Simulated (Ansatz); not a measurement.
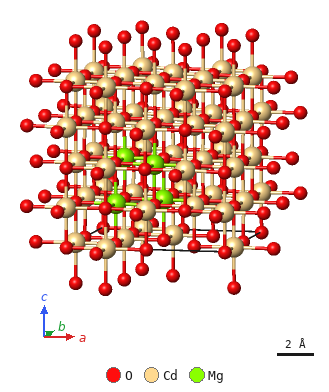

This is the input geometry for a relaxation of a crystal of O₃₂Cd₂₈Mg₄ (a generated structure). Style: ball-and-stick. Shown: the cell of the calculation (origin shifted), slightly off an axis.

The calculation used Ansatz 0.2.0, DFT, PBEsol, PAW, plane waves.

Settings: plane-wave cutoff 420 eV; k-point mesh 1 × 1 × 1; mesh shifted by (0.25, 0.25, 0.25); no spin polarisation; cell relaxed at fixed shape; force threshold 0.03 eV/Å; at most 80 steps.

```xyz
64
Lattice="9.2669 0.0000 0.0000 0.0000 9.2669 0.0000 0.0000 0.0000 9.2669" Properties=species:S:1:pos:R:3 pbc="T T T"
O     2.3229    9.2477    9.2655
O     2.3141    0.0055    4.6711
O     2.3621    4.6349    0.0184
O     2.2903    4.6312    4.6398
O     6.9595    0.0067    0.0224
O     6.9173    9.2535    4.6524
O     6.9608    4.6496    9.2631
O     6.9610    4.5935    4.5925
O     9.2363    2.3062    0.0021
O     0.0245    2.3302    4.6085
O     0.0188    6.9542    9.2518
O     0.0016    6.9616    4.6411
O     4.6688    2.3080    0.0131
O     4.6029    2.2962    4.6233
O     4.6388    6.9515    9.2551
O     4.6727    6.9356    4.6201
O     0.0023    0.0282    2.3262
O     0.0037    0.0064    6.9288
O     9.2389    4.6394    2.3227
O     9.2392    4.6228    6.9482
O     4.6217    9.2483    2.3132
O     4.6299    0.0093    6.9528
O     4.6405    4.5989    2.3254
O     4.6399    4.6699    6.9539
O     2.3013    2.3603    2.3148
O     2.3135    2.3129    6.9333
O     2.2977    6.9597    2.2869
O     2.3605    6.9175    6.9554
O     6.9645    2.3222    2.3406
O     6.9438    2.3200    6.9328
O     6.9630    6.9212    2.3324
O     6.9637    6.9493    6.9405
Cd    0.0053    0.0029    0.0091
Cd    9.2645    4.6660    0.0109
Cd    9.2551    4.6399    4.6417
Cd    4.6205    0.0078    9.2495
Cd    4.5865    0.0188    4.6108
Cd    4.6383    4.6231    9.2498
Cd    4.6444    4.6268    4.6548
Cd    2.3284    2.3024    0.0025
Cd    2.3139    2.3265    4.6087
Cd    2.3086    6.9616    9.2448
Cd    6.9671    2.2846    9.2489
Cd    6.9342    2.3206    4.6348
Cd    6.9460    6.9586    0.0084
Cd    6.9702    6.9787    4.5992
Cd    2.3210    0.0199    6.9544
Cd    2.3461    4.6402    2.2789
Cd    2.3137    4.6248    6.9291
Cd    6.9823    0.0183    2.3468
Cd    6.9749    9.2286    6.9687
Cd    6.9317    4.6313    2.2975
Cd    6.9590    4.6423    6.9177
Cd    9.2473    2.3491    2.3097
Cd    9.2654    2.2846    6.9252
Cd    0.0094    6.9379    6.9652
Cd    4.6270    2.3136    2.3551
Cd    4.6154    2.3179    7.0017
Cd    4.6297    6.9609    2.2906
Cd    4.6505    6.9451    6.9510
Mg    0.0187    0.0177    4.6569
Mg    2.3046    6.9469    4.6241
Mg    2.2857    0.0287    2.3166
Mg    0.0553    6.9512    2.3131
```

Where does the relaxation end?

Answer. After 5 geometry steps the energy has fallen by 28.2 meV per atom. The largest force component goes from 1.2 to 0.0091 eV/Å. The pressure goes from 2.18 to 0.04 GPa. O2 moves most relative to the cell: 0.23 Å along [−2 −2 −3]. Largest moves by element: O 0.23 Å, Mg 0.11 Å, Cd 0.08 Å. The drawn cell changes as follows: a = b = c 9.267 → 9.286 Å (+0.2 %); the volume changes by +0.6 %. Among the contacts that change: O25–Cd48 2.281 → 2.497 Å, O11–Cd56 2.287 → 2.499 Å, O16–Cd46 2.298 → 2.499 Å, O2–Mg63 2.355 → 2.158 Å. Bond angles that change, for instance: O1–Cd40–O25 91.5° → 84.1°, O11–Cd34–O19 91.3° → 84.0°, O2–Cd37–O16 91.8° → 85.2°. Within 0.06 Å the space group is P1 at the start and P-43m at the end; at a tighter tolerance small leftover displacements or strains of the cell lower it.

After the run, drawn alike:

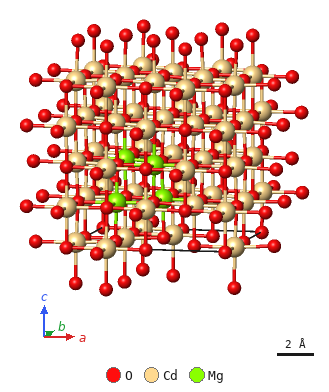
